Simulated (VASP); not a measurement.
Input:

```
CELL_PARAMETERS angstrom
      1.82990    -3.16948     0.00000
      1.82990     3.16948     0.00000
      0.00000     0.00000    11.69028
ATOMIC_POSITIONS crystal
  La 0.00000 0.00000 0.50000
  La 0.00000 0.00000 0.00000
  La 0.33333 0.66667 0.25000
  La 0.66667 0.33333 0.75000
```

These are PBEsol GGA, VASP's PBE PAW potentials (set 64) (plane waves; VASP) values and carry that method's errors. Settings: 400 eV cut-off, 11×11×3 Γ-centred mesh, tetrahedra with Blöchl corrections, potentials La.

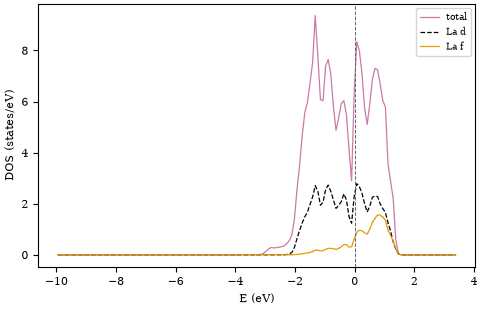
*Total and projected density of states, zero at the Fermi level*

Within 2 eV below the Fermi level the largest weight inside VASP's projection spheres is La d.

It has no gap at this level: it comes out as a metal or semimetal.

The compound is La in the dhcp structure. It was relaxed first, which changed the volume by -9 %.
